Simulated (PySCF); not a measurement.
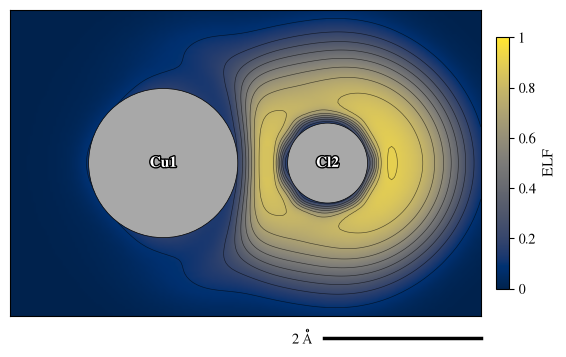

*CuCl (charge +1, doublet). ELF on a plane that holds the molecular axis. Grey discs cover the atomic cores.*

Theory: PBE0/def2-TZVPPD, non-relativistic Hamiltonian with scalar-relativistic core potentials where named, at a bond length of 2.095 Å (PySCF 2.14.0).

> Read the bonding off the picture.

Atoms in the plane: Cu and Cl. Cu–Cl (2.09 Å): the ELF peaks at about 0.85 in the valence shell of Cl, 0.8 Å from its nucleus, and is about 0.40 at the midpoint.
